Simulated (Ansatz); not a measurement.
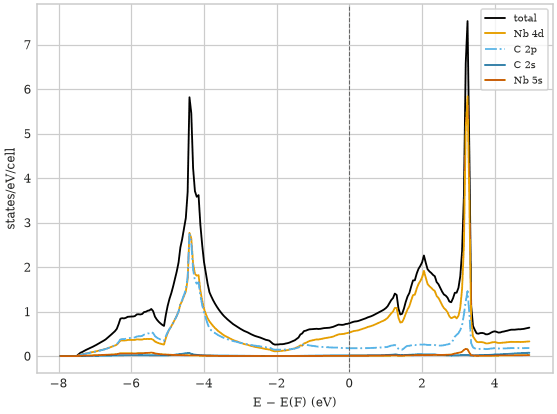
Fig. 1. Total and projected density of states of NbC (rock salt, Fm-3m), DFT-PBE in the program Ansatz with PAW potentials

Problem. Which orbitals carry the states next to the Fermi level?

Solution. Within 0.5 eV of the Fermi level: Nb 4d 72 %, C 2p 24 %. Projections are on Löwdin-orthogonalised atomic valence shells; empty p or d shells of many metals are not among them.

Problem. Where is the tallest occupied peak in this window, and what makes it?

Solution. Near -4.4 eV, about 5.8 states/eV per cell; the largest projected share is Nb 4d.

The PBE relaxation kept the symmetry of its start. No spin polarisation was allowed. Scalar-relativistic: spin–orbit coupling is off unless named, which matters more the heavier the elements.

Potentials: the later of the program's two PAW sets.
